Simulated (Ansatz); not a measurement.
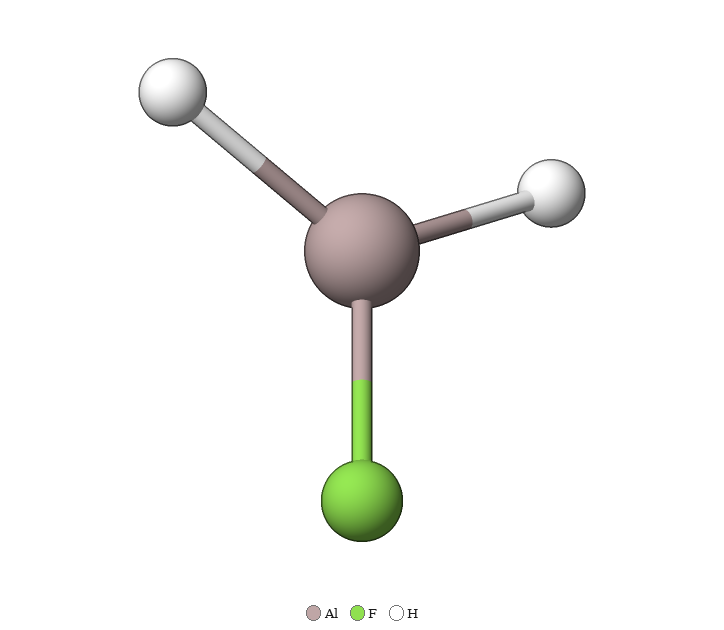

Harmonic vibrations computed with RKS PBE0-D4/def2-TZVP (Ansatz 0.2.0) at a stationary point of the same level.

Is this a minimum or a saddle point?

Answer. A minimum: no imaginary frequency, and the lowest mode lies at 550 cm⁻¹.

How many vibrational modes are there, and where do they lie?

Answer. 6 modes: 550, 624, 765, 846, 1963, 1976 cm⁻¹.
